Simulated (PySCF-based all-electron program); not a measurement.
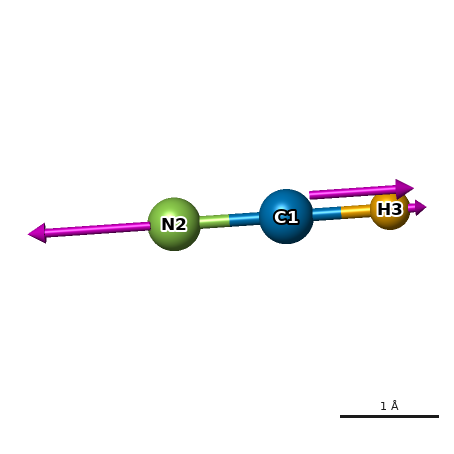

Arrows show the forces on the atoms, 0.2 Å of arrow for 1 eV/Å; forces under a tenth of the largest aren't drawn. Charge +1, doublet. Level of theory: r2SCAN, all-electron, scalar-relativistic (spin-free Dirac), large uncontracted Gaussian sets (PySCF-based all-electron program).

Question: On which atom is the force largest, and how large is it?

Answer: On N2: 6.32 eV/Å.

Question: Which bond do the forces act along most?

Answer: C1–N2, now 1.153 Å: the forces push its atoms apart, so a first step downhill lengthens it.

List the force components in the frame of the picture (x right, y up, z towards the viewer), in eV/Å.

```
atom     Fx     Fy     Fz
  C1   5.34   0.37   0.51
  N2  −6.28  −0.43  −0.60
  H3   0.94   0.06   0.09
```
